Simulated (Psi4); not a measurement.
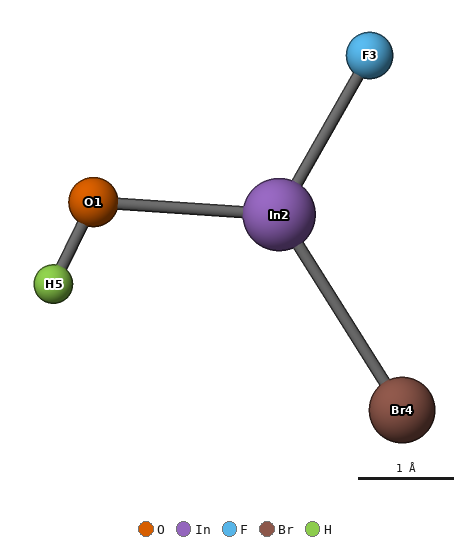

**Figure 1.** The structure as given in the input (ball-and-stick view, seen on its broad side; atoms are numbered from 1 in the order of the input). Sticks mark near contacts.

Run report: InHBrOF, single-point calculation

- system: InHBrOF, SMILES [OH][In]([F])[Br]
- method: B3LYP/def2-TZVP, RKS, core potentials def2 (Psi4 1.11)

The geometry comes from this level: PBE0-D4/def2-TZVP.

### Input file (job.dat)
```
memory 1600 MB

molecule {
  O      0.417800     1.465500     0.331000
  In     0.132800    -0.453700     0.060700
  F      1.415000    -1.618000     0.909300
  Br    -1.666700    -1.464900    -1.229500
  H     -0.249000     1.997400    -0.113000
  symmetry c1
}

set basis def2-TZVP
set scf_type df
set scf_initial_accelerator ediis

energy('b3lyp')
```

Launch command:
```bash
psi4 -i job.dat -o job.out -n 1
```

### The program's output
```
Psi4 1.11 release

   => Loading Basis Set <=

    Name: DEF2-TZVP
    Role: ORBITAL
    Keyword: BASIS

    !!!  WARNING: ECP capability is in beta. Please check occupations closely.  !!!

         ---------------------------------------------------------
                                   SCF
                              RKS Reference
                        1 Threads,   1525 MiB Core
         ---------------------------------------------------------

  ==> Geometry <==

    Molecular point group: c1
    Full point group: C1

    Geometry (in Angstrom), charge = 0, multiplicity = 1:

       Center              X                  Y                   Z               Mass
    ------------   -----------------  -----------------  -----------------  -----------------
         O            0.778770665029     2.218361686398     0.625137856001    15.994914619570
         IN           0.493770665029     0.299161686398     0.354837856001   114.903878776000
         F            1.775970665029    -0.865138313602     1.203437856001    18.998403162730
         BR          -1.305729334971    -0.712038313602    -0.935362143999    78.918337600000
         H            0.111970665029     2.750261686398     0.181137856001     1.007825032230

  Running in c1 symmetry.

  Rotational constants: A =      0.16741  B =      0.04218  C =      0.03369 [cm^-1]
  Rotational constants: A =   5018.73066  B =   1264.50761  C =   1010.02426 [MHz]
  Nuclear repulsion =  365.566780393787610

  Charge       = 0
  Multiplicity = 1
  Electrons    = 74
  Nalpha       = 37
  Nbeta        = 37

  ==> Algorithm <==

  SCF Algorithm Type is DF.
  DIIS enabled.
  MOM disabled.
  Fractional occupation disabled.
  Guess Type is SAD.
  Energy threshold   = 1.00e-06
  Density threshold  = 1.00e-06
  Integral threshold = 1.00e-12

  ==> Primary Basis <==

  Basis Set: DEF2-TZVP
    Blend: DEF2-TZVP
    Number of shells: 58
    Number of basis functions: 166
    Number of Cartesian functions: 192
    Spherical Harmonics?: true
    Max angular momentum: 3

  Core potential: DEF2-TZVP
    Number of shells: 4
    Number of ECP primitives: 18
    Number of ECP core electrons: 28
    Max angular momentum: 3

  ==> DFT Potential <==

   => LibXC <=

    Version 7.1.2

   => Composite Functional: B3LYP <=

    B3LYP Hyb-GGA Exchange-Correlation Functional

    Deriv               =              1
    GGA                 =           TRUE
    Meta                =          FALSE

    Exchange Hybrid     =           TRUE
    MP2 Hybrid          =          FALSE

   => Exchange Functionals <=

    0.0800   Slater exchange
    0.7200         Becke 88

   => Exact (HF) Exchange <=

    0.2000               HF

   => Correlation Functionals <=

    0.1900   Vosko, Wilk & Nusair (VWN5_RPA)
    0.8100   Lee, Yang & Parr

   => LibXC Density Thresholds  <==

    XC_HYB_GGA_XC_B3LYP:  1.00E-15

   => Molecular Quadrature <=

    Radial Scheme          =       TREUTLER
    Pruning Scheme         =           NONE
    Nuclear Scheme         =       TREUTLER

    Blocking Scheme        =         OCTREE
    BS radius alpha        =              1
    Pruning alpha          =              1
    Radial Points          =             75
    Spherical Points       =            302
    Total Points           =         109292
    Total Blocks           =            905
    Max Points             =            256
    Max Functions          =            149
    Weights Tolerance      =       1.00E-15

   => Loading Basis Set <=

    Name: (DEF2-TZVP AUX)
    Role: JKFIT
    Keyword: DF_BASIS_SCF

  ==> Integral Setup <==

  DFHelper Memory: AOs need 0.133 GiB; user supplied 0.774 GiB.
  SCF_SUBTYPE=INCORE selected. In-core MEM_DF algorithm will be used.
  Using in-core AOs.

  ==> MemDFJK: Density-Fitted J/K Matrices <==

    J tasked:                   Yes
    K tasked:                   Yes
    wK tasked:                   No
    Memory [MiB]:               792
    Algorithm:                 Core
    Schwarz Cutoff:           1E-12
    Mask sparsity (%):       8.8184
    Fitting Condition:        1E-10

   => Auxiliary Basis Set <=

  Basis Set: (DEF2-TZVP AUX)
    Blend: DEF2-UNIVERSAL-JKFIT
    Number of shells: 162
    Number of basis functions: 656
    Number of Cartesian functions: 886
    Spherical Harmonics?: true
    Max angular momentum: 5

  Cached 100.0% of DFT collocation blocks in 0.344 [GiB].

  Minimum eigenvalue in the overlap matrix is 2.6703144004E-03.
  Reciprocal condition number of the overlap matrix is 5.0324346570E-04.
    Using symmetric orthogonalization.

  ==> Pre-Iterations <==

  SCF Guess: Superposition of Atomic Densities via on-the-fly atomic UHF (no occupation information).

   -------------------------
    Irrep   Nso     Nmo
   -------------------------
     A        166     166
   -------------------------
    Total     166     166
   -------------------------

  ==> Iterations <==

                           Total Energy        Delta E     RMS |[F,P]|

   @DF-RKS iter SAD: -2937.48683070866764   -2.93749e+03   0.00000e+00
   @DF-RKS iter   1: -2939.53514160602344   -2.04831e+00   1.10109e-02 DIIS/EDIIS
   @DF-RKS iter   2: -2937.84207971097112    1.69306e+00   1.54189e-02 DIIS/EDIIS
   @DF-RKS iter   3: -2939.96911364321568   -2.12703e+00   5.27033e-03 DIIS/EDIIS
   @DF-RKS iter   4: -2940.22995258833089   -2.60839e-01   5.62363e-04 DIIS/EDIIS
   @DF-RKS iter   5: -2940.23142414335689   -1.47156e-03   4.58603e-04 DIIS/EDIIS
   @DF-RKS iter   6: -2940.23338496097858   -1.96082e-03   1.76442e-04 DIIS/EDIIS
   @DF-RKS iter   7: -2940.23367461120051   -2.89650e-04   6.47051e-05 DIIS
   @DF-RKS iter   8: -2940.23372280967669   -4.81985e-05   1.22028e-05 DIIS
   @DF-RKS iter   9: -2940.23372434283829   -1.53316e-06   2.62175e-06 DIIS
   @DF-RKS iter  10: -2940.23372442023947   -7.74012e-08   6.44387e-07 DIIS
  Energy and wave function converged.

  ==> Post-Iterations <==

   Electrons on quadrature grid:
      Ntotal   =   74.0000251818 ; deviation = 2.518e-05

    Orbital Energies [Eh]
    ---------------------

    Doubly Occupied:

       1A   -482.872730     2A    -62.520785     3A    -56.336132
       4A    -56.333906     5A    -56.333678     6A    -24.638516
       7A    -19.147867     8A     -8.711426     9A     -6.538543
      10A     -6.531391    11A     -6.530670    12A     -4.722984
      13A     -3.132574    14A     -3.123675    15A     -3.120570
      16A     -2.653491    17A     -2.651577    18A     -2.651004
      19A     -2.645301    20A     -2.645250    21A     -1.127830
      22A     -1.001637    23A     -0.834725    24A     -0.817400
      25A     -0.815014    26A     -0.810516    27A     -0.805553
      28A     -0.765790    29A     -0.504642    30A     -0.441518
      31A     -0.392229    32A     -0.389987    33A     -0.388085
      34A     -0.345583    35A     -0.340501    36A     -0.322753
      37A     -0.318821

    Virtual:

      38A     -0.112461    39A     -0.058868    40A     -0.001933
      41A      0.023182    42A      0.062361    43A      0.068919
      44A      0.098978    45A      0.114229    46A      0.143521
      47A      0.162091    48A      0.170299    49A      0.182215
      50A      0.192373    51A      0.252949    52A      0.253255
      53A      0.263881    54A      0.284343    55A      0.317271
      56A      0.346561    57A      0.380174    58A      0.398701
      59A      0.413962    60A      0.433319    61A      0.479359
      62A      0.509875    63A      0.514379    64A      0.554009
      65A      0.568384    66A      0.588081    67A      0.616688
      68A      0.641641    69A      0.730094    70A      0.757790
      71A      0.773610    72A      0.775991    73A      0.788929
      74A      0.804726    75A      0.808554    76A      0.849296
      77A      0.890798    78A      0.902505    79A      0.914959
      80A      0.918210    81A      1.010181    82A      1.058895
      83A      1.121420    84A      1.171134    85A      1.273919
      86A      1.334983    87A      1.343559    88A      1.376224
      89A      1.394379    90A      1.441145    91A      1.499947
      92A      1.507770    93A      1.509019    94A      1.519784
      95A      1.542969    96A      1.595389    97A      1.613688
      98A      1.620960    99A      1.656075   100A      1.711479
     101A      1.728618   102A      1.771623   103A      1.788588
     104A      1.982493   105A      2.002568   106A      2.041283
     107A      2.071157   108A      2.075744   109A      2.122152
     110A      2.134846   111A      2.179078   112A      2.203628
     113A      2.278494   114A      2.282638   115A      2.318715
     116A      2.322919   117A      2.401884   118A      2.512290
     119A      2.624347   120A      2.628249   121A      2.731325
     122A      2.811853   123A      3.054699   124A      3.248707
     125A      3.298003   126A      3.382338   127A      3.669949
     128A      3.749676   129A      3.965143   130A      3.970668
     131A      4.031334   132A      4.037939   133A      4.084249
     134A      4.175134   135A      5.104499   136A      5.120190
     137A      5.144445   138A      5.167439   139A      5.380004
     140A      5.421432   141A      6.157654   142A      6.312759
     143A      6.396933   144A      6.442418   145A      6.704248
     146A      6.897640   147A      6.898763   148A      6.900912
     149A      6.902774   150A      6.903086   151A      6.913977
     152A      6.922838   153A      6.960744   154A      7.460842
     155A      8.300503   156A      8.312607   157A      8.429782
     158A      8.484313   159A      8.722802   160A     37.967795
     161A     38.686457   162A     38.989785   163A     39.059597
     164A     43.394146   165A     56.829691   166A    123.997441

    Final Occupation by Irrep:
              A
    DOCC [    37 ]
    NA   [    37 ]
    NB   [    37 ]

  @DF-RKS Final Energy: -2940.23372442023947

   => Energetics <=

    Nuclear Repulsion Energy =            365.5667803937876101
    One-Electron Energy =               -4890.6318501954428939
    Two-Electron Energy =                1687.6964232322063708
    DFT Exchange-Correlation Energy =    -102.8650778507901862
    Empirical Dispersion Energy =           0.0000000000000000
    VV10 Nonlocal Energy =                  0.0000000000000000
    Total Energy =                      -2940.2337244202394686

Computation Completed

Properties will be evaluated at   0.000000,   0.000000,   0.000000 [a0]

Properties computed using the SCF density matrix

 Multipole Moments:

 ------------------------------------------------------------------------------------
     Multipole            Electronic (a.u.)      Nuclear  (a.u.)        Total (a.u.)
 ------------------------------------------------------------------------------------

 L = 1.  Multiply by 2.5417464519 to convert [e a0] to [Debye]
 Dipole X            :         23.8822007          -24.5767779           -0.6945772
 Dipole Y            :         11.7932789          -11.2023630            0.5909159
 Dipole Z            :         17.0621056          -17.5232388           -0.4611333
 Magnitude           :                                                    1.0218918

 ------------------------------------------------------------------------------------

	total time  =          6 seconds =       0.10 minutes

    Psi4 run time: 0:00:05.63
```

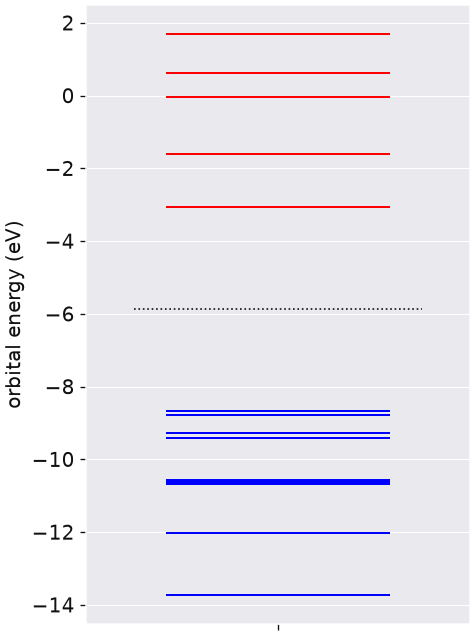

**Figure 2.** Orbital energies near the frontier; the dotted line parts filled from empty levels, and levels within 0.02 eV of each other stand side by side. Highest filled −8.68 eV, lowest empty −3.06 eV, 5.62 eV apart.

### Summary

- outcome: converged
- total energy: −2940.233724 hartree
- basis functions: 166
- HOMO: −8.68 eV
- LUMO: −3.06 eV
- dipole moment: 2.60 D
- hardware: 1 thread of Intel Xeon (Granite Rapids), 16 GiB of memory available, shared host
- wall time: 6.6 s
- peak memory: 0.71 GiB
